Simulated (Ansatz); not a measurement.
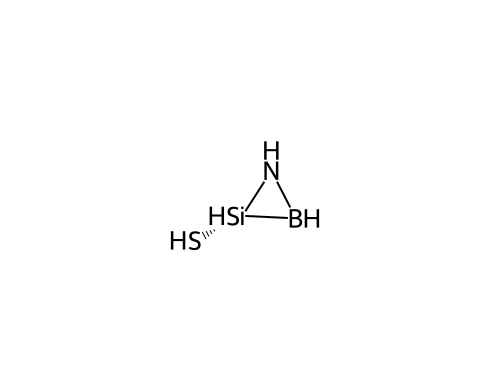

The drawing above gives the connectivity. The geometry was computed by an optimisation with PBE-D4/def2-SVP. No frequency run is at hand to confirm it as a minimum.

Describe the 3D structure.

Formula BH4NSSi. As SMILES it reads `S[Si@H]1BN1`. Independent rings (smallest set): 1 of 3 members. Among its groups: Si–H bond, Si–N bond, B–H bond. This geometry has C1 symmetry. Coordination, clear cases only: 1 S bent; 1 B T-shaped.

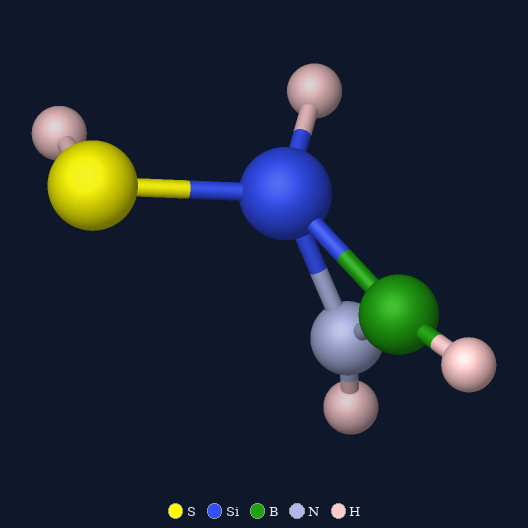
